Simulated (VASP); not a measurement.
Band structure of PbO (litharge). Calculation: modified Becke-Johnson potential (mBJ), VASP's PBE PAW potentials (set 64) (plane waves; VASP 6.6.1).

mBJ is a potential without an energy functional, so only the levels count. Without a dispersion term in the relaxation, distances and binding between the weakly bound layers, chains or molecules are unreliable, and so is what depends on them. Unless said otherwise, spin-orbit coupling is left out, though it shifts the bands of the heavy elements here.

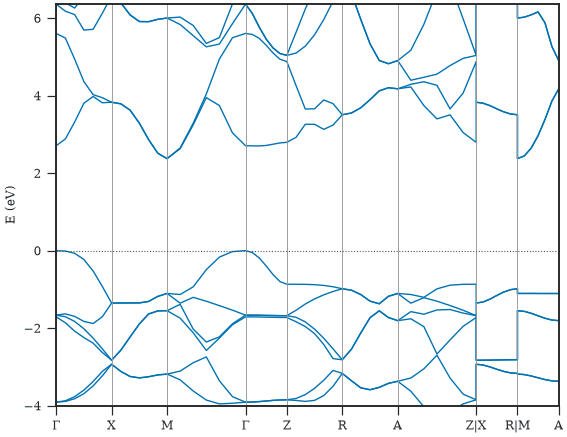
*Bands along high-symmetry lines, zero at the valence-band maximum or, without a gap, the Fermi level*

Read the plot: is there a gap, and where are the band edges?

The gap is indirect, 2.37 eV, from the valence maximum at Γ to the conduction minimum at M.

The compound is PbO in the litharge structure. It was relaxed first, which changed the volume by +13 %. The cell's shape comes from a PBE relaxation.
